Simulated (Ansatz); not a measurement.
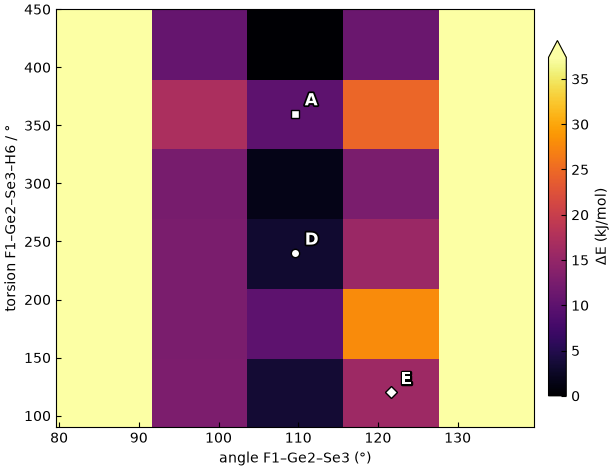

FGeH3Se, SMILES [F][GeH2][SeH]. Two internal coordinates are moved rigidly from the geometry relaxed at PBE0-D4/def2-TZVP, all others fixed. First axis: angle F1–Ge2–Se3. Second axis: torsion F1–Ge2–Se3–H6. Grid: 5 × 6 points. Points are written as (first, second). Energies are in kJ/mol, from the lowest grid point. Level of theory: RHF-CCSD(T), frozen core/def2-TZVPP (Ansatz 0.2.0).

In the figure: one coloured cell a grid point, one colour for all values above the top of the scale, lettered points.

### What kind of point is each of A, E: minimum, saddle, maximum or slope?

A: saddle point; E: on a slope. (In these two coordinates alone; a stationary point may lie a little off the grid point.)

### Rank the lettered points by energy, lowest first.

D (3.2 kJ/mol), A (10.0 kJ/mol), E (15.9 kJ/mol).
